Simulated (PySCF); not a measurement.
## Geometry relaxation of BSiN$_{2}$H$_{7}$

BSiN$_{2}$H$_{7}$, computed with PBE0-D3(BJ)/def2-SVP geometry optimisation, gas phase (PySCF 2.14.0).

It belongs to a series of runs on one base structure; here: H on B replaced by NHSiH3.

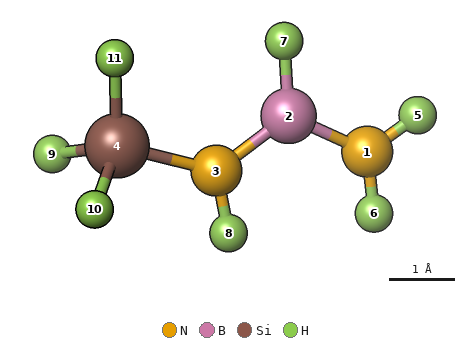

Fig. 1: The input geometry (ball-and-stick view, seen at a tilt; atoms are numbered from 1 in the order of the input). Bond lengths as drawn: B–H 1.17 Å, B–N 1.43 Å, H–N 0.98 to 1.01 Å, H–Si 1.46 to 1.50 Å and N–Si 1.68 Å.

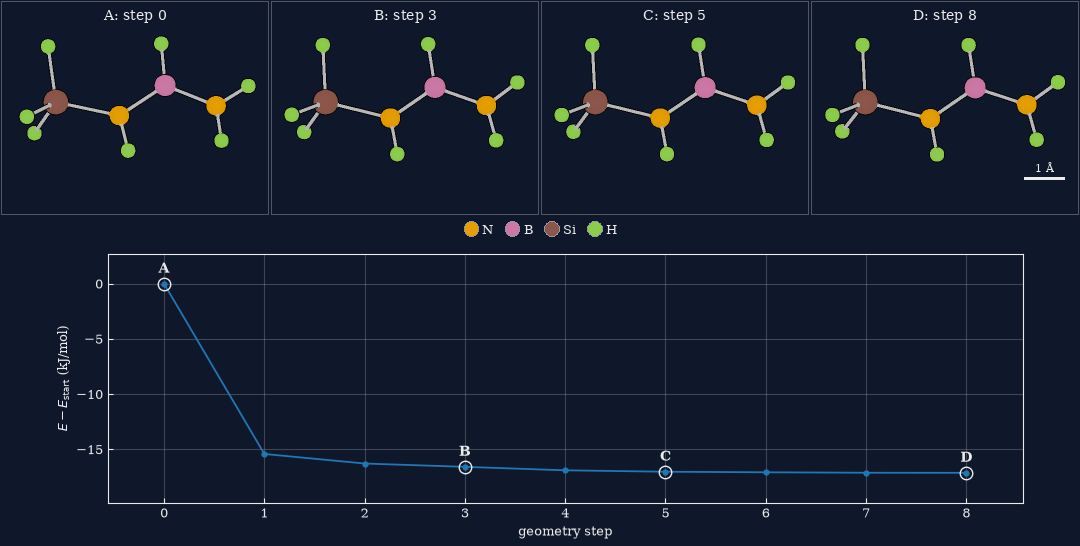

Fig. 2: Frames of the relaxation (ball-and-stick view, seen at a tilt) above the curves, on which the letters mark them (steps are counted from 0).

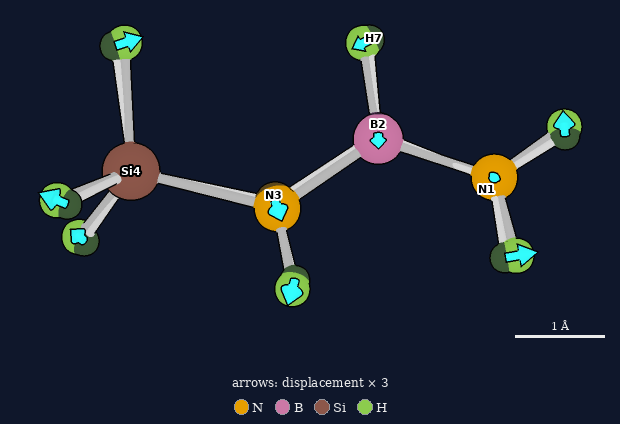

Fig. 3: Start (faint) and end (solid) with the displacements as teal arrows, magnified 3 times (ball-and-stick view, seen at a tilt). The two geometries are laid on each other by the best rigid fit. The largest moves after the best rigid fit, 0.13 Å, are those of H6 and H10. Largest moves by element: H 0.13 Å, N 0.10 Å, B 0.07 Å, Si 0.02 Å. Distances before and after: N3–Si4 1.678 → 1.743 Å, B2–H7 1.174 → 1.213 Å, Si4–H9 1.463 → 1.499 Å, N1–H6 0.979 → 1.011 Å. Among the angles that change: B2–N3–H8 112.4° → 117.2°, B2–N3–Si4 130.3° → 126.2°, N3–Si4–H10 107.4° → 110.1°. Over 8 geometry steps the energy falls by 17.1 kJ/mol. Largest force component: 2.1 eV/Å at the start, 0.006 eV/Å at the end. (Atoms are counted from 1 in the order of the input.)

These pictures come from the run below.

### The input
```
{"job": {"xc": "PBE0", "basis": "def2-SVP", "d3": "d3bj", "grid": 1, "shake": 0.01, "kind": "geom"}, "charge": 0, "multiplicity": 1}
N      2.183710    -0.404590    -0.062920
B      0.954320     0.303570     0.103830
N     -0.294970    -0.322680    -0.209330
Si    -1.859050     0.282390    -0.146960
H      3.058430     0.008890     0.135090
H      2.218000    -1.318280    -0.411530
H      0.980390     1.403720     0.511620
H     -0.177460    -1.261270    -0.550690
H     -2.385340     0.545970    -1.486730
H     -2.721940    -0.767000     0.485870
H     -1.917990     1.503430     0.655990
```

The first line tells a small driver script what to run in PySCF; the rest is the geometry in Å.

Launch command:
```bash
OMP_NUM_THREADS=1 python <driver script> task.json out
```

### The program's output
```
step   0  E = -427.66910657  max force = 0.041651
step   1  E = -427.67497773  max force = 0.006674
step   2  E = -427.67530730  max force = 0.003470
step   3  E = -427.67542187  max force = 0.005389
step   4  E = -427.67554105  max force = 0.001147
step   5  E = -427.67559018  max force = 0.000923
step   6  E = -427.67560902  max force = 0.000717
step   7  E = -427.67562478  max force = 0.000291
step   8  E = -427.67562796  max force = 0.000116
optimisation converged
```

### Trajectory as extended XYZ (Å, eV, eV/Å), 9 frames, from step=0 to step=8
```
11
Properties=species:S:1:pos:R:3:forces:R:3 step=0 energy=-11637.46915
N     2.1837   -0.4046   -0.0629   -1.8153   1.5975   0.4590
B     0.9543    0.3036    0.1038    0.5612  -1.2594  -0.3882
N    -0.2950   -0.3227   -0.2093    2.1418  -0.1036   0.1611
Si   -1.8591    0.2824   -0.1470   -1.4398  -0.1670   0.3596
H     3.0584    0.0089    0.1351    0.9742   0.3971   0.2099
H     2.2180   -1.3183   -0.4115    0.2170  -1.5768  -0.5853
H     0.9804    1.4037    0.5116    0.0052   0.8903   0.3201
H    -0.1775   -1.2613   -0.5507   -0.1588  -0.5262  -0.1994
H    -2.3853    0.5460   -1.4867   -0.3664   0.1882  -0.5799
H    -2.7219   -0.7670    0.4859   -0.1660   0.0746  -0.0296
H    -1.9180    1.5034    0.6560    0.0469   0.4852   0.2727
11
Properties=species:S:1:pos:R:3:forces:R:3 step=1 energy=-11637.62891
N     2.2019   -0.2846   -0.2842    0.3047  -0.3432   0.0034
B     0.9688    0.2689    0.0977    0.0295   0.2753  -0.1602
N    -0.2624   -0.4191   -0.1118   -0.2225  -0.1175   0.0069
Si   -1.8836    0.2156   -0.0108   -0.0451   0.0397  -0.0550
H     3.0905    0.1732   -0.1177   -0.2030  -0.0650  -0.0122
H     2.2941   -1.2220   -0.6716    0.0249   0.2964   0.0909
H     0.9607    1.3895    0.5668   -0.0466  -0.0720   0.0202
H    -0.1902   -1.3576   -0.4971    0.0037  -0.0045  -0.0203
H    -2.4852    0.5249   -1.3547    0.0887  -0.0161   0.0610
H    -2.8030   -0.7803    0.6248    0.0453  -0.0159   0.0339
H    -1.8570    1.4688    0.7913    0.0207   0.0227   0.0313
11
Properties=species:S:1:pos:R:3:forces:R:3 step=2 energy=-11637.63788
N     2.2191   -0.2752   -0.2684   -0.1783  -0.1753  -0.0061
B     0.9396    0.2267    0.0365    0.0513   0.1394   0.1254
N    -0.2885   -0.4771   -0.1603    0.1785  -0.0583  -0.1088
Si   -1.8735    0.2274   -0.0021   -0.0811  -0.0080  -0.0009
H     3.0540    0.2458   -0.0454    0.0044  -0.0097  -0.0284
H     2.3966   -1.2003   -0.6393    0.0276   0.0543   0.0051
H     0.8817    1.3400    0.5137   -0.0116   0.0403  -0.0225
H    -0.2397   -1.4154   -0.5504   -0.0021   0.0326   0.0150
H    -2.4899    0.5731   -1.3245    0.0062   0.0046   0.0048
H    -2.8051   -0.7383    0.6611    0.0057  -0.0005   0.0155
H    -1.7597    1.4706    0.8117   -0.0006  -0.0195   0.0010
11
Properties=species:S:1:pos:R:3:forces:R:3 step=3 energy=-11637.64100
N     2.2000   -0.2912   -0.2623   -0.0142   0.1752   0.0972
B     0.9446    0.2702    0.0371    0.0205  -0.2771   0.0120
N    -0.2727   -0.4498   -0.1690   -0.0657   0.1360  -0.0387
Si   -1.8724    0.2193   -0.0030   -0.0287  -0.0391   0.0183
H     3.0518    0.2034   -0.0496    0.1064  -0.0013  -0.0328
H     2.3447   -1.2230   -0.6241   -0.0022  -0.0319  -0.0216
H     0.8987    1.3879    0.5051    0.0055  -0.0070  -0.0490
H    -0.2064   -1.3857   -0.5610    0.0194   0.0328   0.0240
H    -2.4946    0.5633   -1.3212   -0.0247   0.0124  -0.0126
H    -2.7776   -0.7733    0.6574   -0.0109   0.0088   0.0054
H    -1.7815    1.4562    0.8231   -0.0054  -0.0088  -0.0022
11
Properties=species:S:1:pos:R:3:forces:R:3 step=4 energy=-11637.64424
N     2.2113   -0.2945   -0.2550    0.0008  -0.0175   0.0421
B     0.9574    0.2700    0.0426   -0.0217   0.0332   0.0166
N    -0.2738   -0.4246   -0.1666   -0.0035  -0.0064  -0.0590
Si   -1.8865    0.2174   -0.0041    0.0381   0.0165   0.0299
H     3.0780    0.1852   -0.0633   -0.0138   0.0386  -0.0009
H     2.3424   -1.2290   -0.6168   -0.0021  -0.0351  -0.0252
H     0.9237    1.3941    0.4955   -0.0003   0.0032  -0.0034
H    -0.2065   -1.3605   -0.5568   -0.0031  -0.0396  -0.0020
H    -2.5140    0.5586   -1.3217    0.0006  -0.0027  -0.0012
H    -2.7789   -0.7905    0.6509    0.0080   0.0007  -0.0011
H    -1.8186    1.4511    0.8278   -0.0030   0.0092   0.0043
11
Properties=species:S:1:pos:R:3:forces:R:3 step=5 energy=-11637.64558
N     2.2113   -0.2924   -0.2492    0.0035  -0.0270   0.0323
B     0.9497    0.2601    0.0369   -0.0047   0.0210  -0.0001
N    -0.2768   -0.4402   -0.1778    0.0107   0.0041  -0.0475
Si   -1.8806    0.2198   -0.0028    0.0033  -0.0053   0.0187
H     3.0676    0.2055   -0.0556   -0.0095   0.0066  -0.0100
H     2.3583   -1.2258   -0.6095   -0.0001   0.0012  -0.0097
H     0.9048    1.3860    0.4847    0.0008   0.0037   0.0027
H    -0.2133   -1.3773   -0.5670   -0.0020  -0.0025   0.0130
H    -2.5137    0.5710   -1.3152    0.0006  -0.0016   0.0009
H    -2.7786   -0.7802    0.6560   -0.0019  -0.0002   0.0011
H    -1.7942    1.4508    0.8321   -0.0008   0.0000  -0.0014
11
Properties=species:S:1:pos:R:3:forces:R:3 step=6 energy=-11637.64609
N     2.2113   -0.2954   -0.2417    0.0014  -0.0038   0.0245
B     0.9489    0.2623    0.0306   -0.0045  -0.0081   0.0056
N    -0.2767   -0.4380   -0.1895    0.0037   0.0145  -0.0369
Si   -1.8801    0.2193   -0.0018    0.0016  -0.0071   0.0139
H     3.0654    0.2067   -0.0502    0.0032  -0.0006  -0.0104
H     2.3605   -1.2288   -0.6010   -0.0013   0.0039  -0.0064
H     0.9026    1.3896    0.4744    0.0024   0.0022  -0.0008
H    -0.2131   -1.3760   -0.5761   -0.0010   0.0005   0.0135
H    -2.5218    0.5743   -1.3088   -0.0025  -0.0014  -0.0007
H    -2.7724   -0.7841    0.6598   -0.0022   0.0003   0.0001
H    -1.7902    1.4474    0.8370   -0.0007  -0.0004  -0.0025
11
Properties=species:S:1:pos:R:3:forces:R:3 step=7 energy=-11637.64652
N     2.2118   -0.2999   -0.2286    0.0067   0.0041   0.0047
B     0.9489    0.2660    0.0235    0.0024  -0.0148   0.0046
N    -0.2762   -0.4311   -0.2081   -0.0039   0.0150  -0.0128
Si   -1.8803    0.2184   -0.0008   -0.0025  -0.0048   0.0038
H     3.0662    0.2046   -0.0448    0.0025  -0.0015  -0.0028
H     2.3606   -1.2325   -0.5902   -0.0026   0.0035  -0.0023
H     0.9024    1.3959    0.4611    0.0008  -0.0014  -0.0004
H    -0.2120   -1.3717   -0.5881   -0.0004   0.0018   0.0085
H    -2.5373    0.5761   -1.2995   -0.0019  -0.0022  -0.0005
H    -2.7613   -0.7918    0.6656   -0.0019   0.0001   0.0004
H    -1.7881    1.4433    0.8425    0.0008   0.0002  -0.0033
11
Properties=species:S:1:pos:R:3:forces:R:3 step=8 energy=-11637.64660
N     2.2125   -0.3014   -0.2262    0.0011   0.0033   0.0003
B     0.9501    0.2667    0.0235   -0.0008  -0.0060   0.0038
N    -0.2761   -0.4273   -0.2117   -0.0015   0.0047  -0.0052
Si   -1.8813    0.2183   -0.0009   -0.0007  -0.0008   0.0013
H     3.0672    0.2029   -0.0438    0.0027  -0.0037  -0.0015
H     2.3601   -1.2326   -0.5921   -0.0007   0.0045   0.0002
H     0.9051    1.3964    0.4618    0.0000  -0.0007   0.0001
H    -0.2120   -1.3692   -0.5885   -0.0004  -0.0008   0.0024
H    -2.5424    0.5728   -1.2984   -0.0006  -0.0024  -0.0003
H    -2.7584   -0.7935    0.6683   -0.0002   0.0006   0.0011
H    -1.7902    1.4443    0.8406    0.0010   0.0012  -0.0022
```

### Summary

| quantity | value |
| --- | --- |
| outcome | converged |
| total energy | −427.675628 hartree |
| dipole moment | 2.31 D |
| point group | C1 |
| hardware | 1 CPU thread, shared host |
| wall time | 22 s |
| peak memory | 0.38 GiB |
